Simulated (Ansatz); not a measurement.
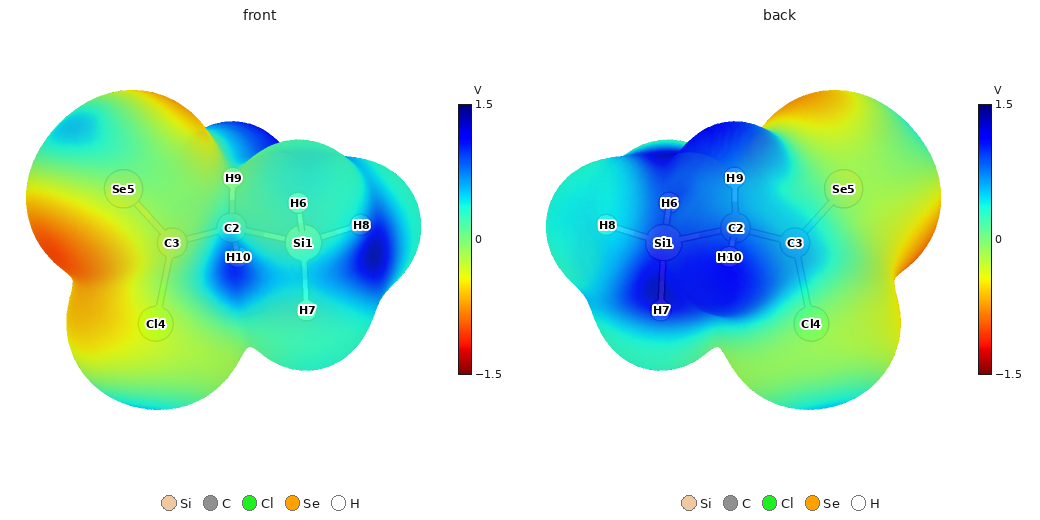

*C2H5ClSeSi (SMILES [SiH3]CC(Cl)=[Se]). The electrostatic potential painted on the density surface at 0.002 e/bohr³, seen from the front and from behind; the colour scale runs from red (negative) to blue (positive).*

Theory: Ansatz, RKS PBE-D4/def2-SVP.

```
atom    x (Å)    y (Å)    z (Å)
  Si  -1.1429   0.0474   0.7636
   C   0.6741  -0.3215   0.2426
   C   0.9533   0.1352  -1.1444
  Cl   0.3817  -1.0183  -2.3546
  Se   1.6939   1.6823  -1.6035
   H  -1.3787   1.5269   0.6751
   H  -2.0928  -0.6869  -0.1364
   H  -1.3170  -0.4217   2.1816
   H   1.3256   0.2162   0.9595
   H   0.8216  -1.4174   0.3481
```

Where is the surface potential most negative and most positive?

The most negative region (about −1.0 V) lies over Se5, the most positive (about +1.3 V) over Si1. Cl4 shows a σ-hole: about +0.5 V at the tip opposite its bond, against about −0.2 V on its flanks.
